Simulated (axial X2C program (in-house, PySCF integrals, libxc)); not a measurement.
InO⁺: relativistic diatomic calculation

System: InO⁺. The reference is closed-shell InO⁺; the roots are vertical excitation energies. The distance is the PBE0 minimum at charge 1.
Method: EOM-EE-CCSD, two-component X2C with atomic mean-field Coulomb and Gaunt terms, In dyall-acv3z, O dyall-av3z (cores contracted) (axial X2C program (in-house, PySCF integrals, libxc)).

## Log
```
two-component X2C + atomic mean field  HF
basis functions 199  fitting functions 1031  grid points 5080
iter        total energy     max residual
   1      -5950.354043056     2.05e-01
   2      -5950.387859113     8.84e-03
   3      -5950.391774185     7.72e-03
   4      -5950.392971195     3.73e-03
   5      -5950.393511851     1.94e-03
   6      -5950.393729044     5.97e-04
   7      -5950.393760884     6.55e-04
   8      -5950.393784403     7.25e-04
   9      -5950.393753319     6.25e-04
  10      -5950.393668959     1.34e-04
  11      -5950.393665444     3.08e-05
  12      -5950.393665434     9.98e-06
  13      -5950.393665436     4.04e-06
  14      -5950.393665437     8.91e-07
converged
one-electron -8367.78959252  Coulomb 2490.11525827  exact exchange -166.55386545  xc functional 0.00000000  nuclear repulsion 97.11491886  atomic mean-field constant -3.28038460
correlated 18  virtual 292  natural virtual 84  E(MP2) -0.688491365  MP2 remainder -0.149285136
iter   CCSD correlation   residual
   1     -0.510105669   1.75e-01
   2     -0.523685785   1.13e-01
   3     -0.534191403   6.51e-02
   4     -0.536006229   3.94e-02
   5     -0.538401284   2.34e-02
   6     -0.538911489   8.42e-03
   7     -0.539058415   5.03e-03
   8     -0.539072842   3.25e-03
   9     -0.539057097   3.11e-03
  10     -0.539018255   3.19e-03
  11     -0.539041800   2.86e-03
  12     -0.538967157   1.74e-03
  13     -0.538998503   1.06e-03
  14     -0.539025211   6.84e-04
  15     -0.539038026   4.35e-04
  16     -0.539042884   2.55e-04
  17     -0.539043192   1.50e-04
  18     -0.539039975   1.02e-04
  19     -0.539040188   7.00e-05
  20     -0.539038860   5.88e-05
  21     -0.539039294   5.17e-05
  22     -0.539039364   4.80e-05
  23     -0.539039488   4.76e-05
  24     -0.539039141   4.82e-05
  25     -0.539038937   4.65e-05
  26     -0.539038854   4.51e-05
  27     -0.539038832   4.47e-05
  28     -0.539039014   4.41e-05
  29     -0.539039102   4.35e-05
  30     -0.539039967   4.09e-05
  31     -0.539040599   3.57e-05
  32     -0.539040960   2.75e-05
  33     -0.539041022   2.00e-05
  34     -0.539040517   1.39e-05
  35     -0.539040355   8.98e-06
  36     -0.539040462   5.17e-06
  37     -0.539040383   2.86e-06
  38     -0.539040431   1.59e-06
  39     -0.539040401   1.09e-06
  40     -0.539040383   8.33e-07
(T) -0.015854221524155568  T1 0.0647  D1 0.1413  max T2 0.165
EOM-EE-CCSD roots
2*Omega      energy/Eh   energy/eV  one-particle weight
    0      -0.04710794     -1.2819      0.949
    0      -0.04710490     -1.2818      0.949
    0       0.06865157      1.8681      0.935
    0       0.10221421      2.7814      0.001
    0       0.13420268      3.6518      0.762
    2      -0.04756104     -1.2942      0.949
    2       0.00081740      0.0222      0.906
    2       0.06868547      1.8690      0.935
    2       0.10222140      2.7816      0.001
    4      -0.04801141     -1.3065      0.948
    4       0.15705397      4.2737      0.333
    4       0.16454808      4.4776      0.132
    6       0.17076868      4.6469      0.676
```

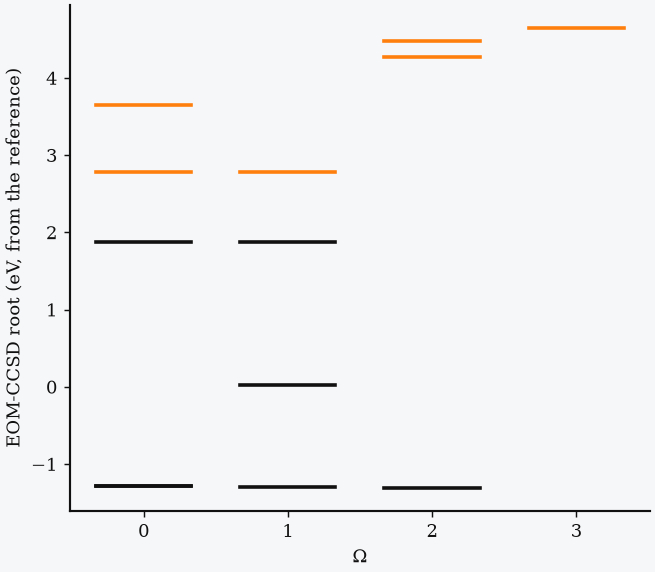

Fig. 1: EOM-CCSD roots by Ω at 2.14 Å; roots whose one-particle weight is under 0.8 have the second colour. The lowest has Ω = 2 and lies at −1.306 eV, with one-particle weight 0.95. 6 of the 13 roots are less well described at this level.

## The input
```
{"zs": [49, 8], "q": 1, "bas": ["dyall-acv3z", "dyall-av3z"], "r0": 1.93, "eom": "ee", "thr": -2.0, "nmax": 88}
```

The line is the task of a batch: nuclear charges, charge, bases, a first guess of the distance and further settings. This report covers the levels named above. The log is that of the reference distance 2.136 Å.

The run was one of a batch that the task file lists, launched with:
```bash
python <driver script> task.json out
```

## Results in brief

```
                                                                                                          quantity                                                                 value
                                                                                                           outcome                                                             converged
                                                                                   HF energy of the reference InO⁺                                                   −5950.39367 hartree
                                                                                  MP2 energy of the reference InO⁺                                                   −5951.08216 hartree
CCSD energy of the reference InO⁺ (with the MP2 share of the virtual spinors left out of the coupled-cluster step)                                                   −5951.08199 hartree
                                                                              CCSD(T) energy of the reference InO⁺                                                   −5951.09785 hartree
                                          T1 diagnostic (spinor form; for a closed shell √2 times the usual value)                                                                 0.065
                                                                                                          hardware  1 thread of Arm Neoverse V2, 24 GiB of memory available, shared host
                                                                                                         wall time                                                               1.8 min
                                                                                                       peak memory                                                               1.1 GiB
```
